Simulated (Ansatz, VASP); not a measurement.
# Cross-check of MoS2 between VASP and Ansatz, part 3 of 3

One calculation is typed for both programs; each brings its own data sets. How far apart do they land?  Valence electrons are named where the data sets of a main pair hold unlike numbers.

VASP 6.6.1 and Ansatz 0.2.0.

So far. Step 6 (VASP: band structure, PBE): The run ends at a pressure of 1.59 GPa, with forces up to 0.068 eV/Å.

The database entry behind the starting cell differs from later determinations by our own check (about 0.3 % long), so it need not match the best structure at ambient conditions.

## Step 10: Ansatz: band structure, r2SCANh with an exact-exchange share of 0.1

Level of this step: Ansatz beside VASP: Kohn-Sham DFT, plane waves, r2SCANh (Ansatz).

The same cell, functional, mesh and smearing now go to Ansatz, which takes its cutoff from its data sets.

File input.yaml:

```yaml
crystal:
  lattice:
    - [3.169, 0.0, 0.0]
    - [-1.5845, 2.7444345046, 0.0]
    - [0.0, 0.0, 12.324]
  atoms:
    - { symbol: Mo, position: [0.3333333333, 0.6666666667, 0.25] }
    - { symbol: Mo, position: [0.6666666667, 0.3333333333, 0.75] }
    - { symbol: S, position: [0.3333333333, 0.6666666667, 0.623] }
    - { symbol: S, position: [0.6666666667, 0.3333333333, 0.123] }
    - { symbol: S, position: [0.3333333333, 0.6666666667, 0.877] }
    - { symbol: S, position: [0.6666666667, 0.3333333333, 0.377] }
hamiltonian:
  xc: r2scanh
  pseudopotentials: { kind: paw }
kpoints:
  mp_grid: { grid: [5, 5, 2] }
  band_path:
    path:
      - [0.0, 0.0, 0.0]
      - [0.4, 0.0, 0.0]
      - [0.4, 0.2, 0.0]
      - [0.2, 0.2, 0.0]
      - [0.0, 0.0, 0.1]
      - [0.0, 0.0, 0.5]
      - [0.4, 0.0, 0.5]
      - [0.4, 0.2, 0.5]
      - [0.2, 0.2, 0.5]
      - [0.5, 0.0, 0.4]
      - [0.33333, 0.33333, 0.0]
      - [0.33333, 0.33333, 0.5]
    npoints: 1
scf:
  occupations: { method: gaussian, width: 0.02 }
  n_extra_bands: 9
output:
  forces: true
  stress: true
  eigenvalues: true
  write_density: true
  write_potential: true
  elf: true
  volumetric_format: npy
```

On the command line:

```bash
> ansatz run input.yaml --threads 4 --pin off --max-ram 9216MiB --backend cpu --events-out ev --progress --plain --runs-dir out
```

Numbers of over 12 decimals in the logs are rounded to 6 here.

The program printed:

```text
[...]
--- Band table (eV; the first three rows and the last of 10) ---
  k-point 0: bands = [... 22 lower, 8.1917, 9.1542, 9.2978, 10.5354, 13.3146, 13.3146, 13.3469, 13.3469, ... 5 higher]
  k-point 1: bands = [... 22 lower, 8.1658, 8.1658, 10.2303, 10.2303, 13.3194, 13.3194, 13.3194, 13.3194, ... 5 higher]
  k-point 2: bands = [... 22 lower, 8.1689, 9.0257, 9.1533, 9.4092, 12.4689, 12.8857, 13.1293, 13.1691, ... 5 higher]
  k-point 9: bands = [... 22 lower, 7.5797, 7.5797, 9.5252, 9.5252, 12.4827, 12.4827, 13.6420, 13.6420, ... 5 higher]
[key lines of the parts left out:]
Free energy (F): -13562.882440 eV
Fermi energy:    11.282421 eV
P = ⅓ Tr σ = -0.9478 GPa (-9.478 kbar)
```

The job ended after 82 s (4 threads of Arm Neoverse V1, shared host; peak memory 1.9 GiB).

## Step 11: Differences

What differs besides the data sets and the points named for the pairs above, as far as they apply: exact exchange at q = 0 is treated differently, which shows on coarse meshes; VASP keeps PBE cores, Ansatz makes them for the functional; the cutoff is 500 eV in Ansatz and 400 eV in VASP; VASP takes a coarser grid for exact exchange (PRECFOCK = Fast). Total energies have different zeros and are not compared.

Compared:

```csv
quantity,Ansatz,VASP,difference
gap over the path points (eV),1.494,1.527,-0.032
```

Forces (eV/Å; atoms numbered as in POSCAR):

```csv
atom,"Ansatz x, y, z","VASP x, y, z"
Mo1,"0.000, 0.000, 0.000","0.000, 0.000, 0.000"
Mo2,"0.000, 0.000, 0.000","0.000, 0.000, 0.000"
S3,"0.000, 0.000, 0.415","0.000, 0.000, 0.416"
S4,"0.000, 0.000, 0.415","0.000, 0.000, 0.416"
S5,"0.000, 0.000, -0.415","0.000, 0.000, -0.416"
S6,"0.000, 0.000, -0.415","0.000, 0.000, -0.416"
```

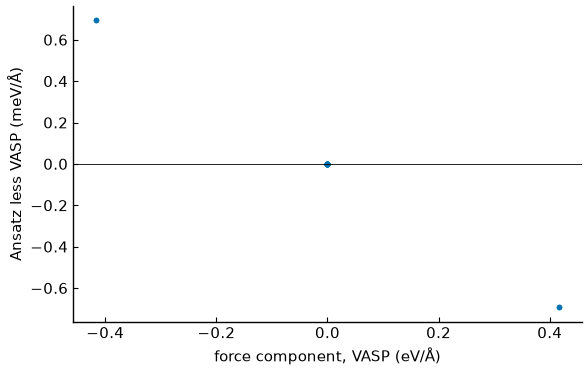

Difference of the force components against their size.

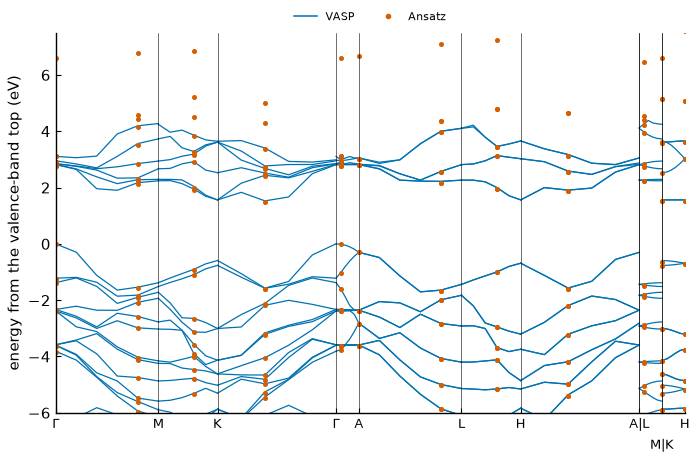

Bands from VASP (lines) and levels from Ansatz (dots). Dots without a line are higher empty bands that the VASP plot leaves out.

Levels at points of the path, from each program's valence-band top (eV; 4 filled, then empty):

```csv
k (reciprocal lattice),Ansatz,VASP
0.000 0.000 0.000,-2.34 -1.38 -1.24 0.00 2.78 2.78 2.81,-2.33 -1.38 -1.22 0.00 2.82 2.82 2.85
0.400 0.000 0.000,-2.09 -1.92 -1.84 -1.56 2.13 2.23 2.32,-2.08 -1.90 -1.82 -1.54 2.17 2.28 2.34
0.400 0.200 0.000,-3.13 -2.66 -1.11 -0.92 1.90 1.99 2.90,-3.13 -2.65 -1.09 -0.91 1.95 2.04 2.92
0.200 0.200 0.000,-2.19 -2.12 -1.60 -1.60 1.50 2.40 2.48,-2.18 -2.12 -1.58 -1.57 1.53 2.44 2.52
0.000 0.000 0.100,-2.35 -1.60 -1.04 -0.01 2.78 2.78 2.81,-2.33 -1.59 -1.03 -0.01 2.81 2.83 2.84
0.000 0.000 0.500,-2.37 -2.37 -0.30 -0.30 2.78 2.78 2.78,-2.36 -2.36 -0.30 -0.30 2.82 2.82 2.82
0.400 0.000 0.500,-2.00 -2.00 -1.66 -1.66 2.18 2.18 2.55,-1.99 -1.99 -1.64 -1.64 2.22 2.22 2.57
0.400 0.200 0.500,-2.96 -2.96 -1.01 -1.01 1.95 1.95 3.11,-2.95 -2.95 -1.00 -1.00 2.00 2.00 3.13
0.200 0.200 0.500,-2.20 -2.20 -1.59 -1.59 1.88 1.88 2.56,-2.19 -2.19 -1.57 -1.57 1.91 1.91 2.59
0.500 0.000 0.400,-1.89 -1.82 -1.48 -1.44 2.22 2.24 2.74,-1.86 -1.79 -1.46 -1.42 2.25 2.27 2.77
```

The forces differ by 0.3 meV/Å r.m.s., which is 0.2 % of the r.m.s. force of 0.196 eV/Å (both taken over all components). Among the levels compared at these points, filled levels agree within 37 meV and empty ones within 51 meV.

## Step 12: Summary of results

```
r.m.s. force difference (band structure, LDA)                                                                         : 30 meV/Å
largest difference of a filled level at the path points (band structure, PBE)                                         : 14 meV
largest difference of a filled level at the path points (band structure, r2SCANh with an exact-exchange share of 0.1) : 37 meV
```

**Reading.** The r.m.s. force difference is 30 meV/Å (band structure, LDA), beyond the 12 meV/Å picked in this series as the mark of a large difference. Band structure, LDA, cores kept as stored: r.m.s. force difference goes from 30 to 22 meV/Å; the difference in pressure goes from -0.30 to -0.16 GPa. Band structure, LDA, norm-conserving potentials (cutoff 1088 eV): the difference in pressure goes from -0.30 to -0.21 GPa; the difference in gap over the path points goes from -0.011 to -0.0065 eV. How closely two codes agree says nothing of how well the functional describes the real material.

[Lines on the potential files, build, host, timing and source positions are cut from VASP's logs without a mark.]

[Logs are printed without paths, hosts, clocks, repeated set-up lines and the standing remarks that a program may print on its own settings, such as how far it seeks lower states.]

[Hosts, paths, dates, database ids (printed as entryN), source tags and the programs' standing remarks are cut or masked in the printed files.]
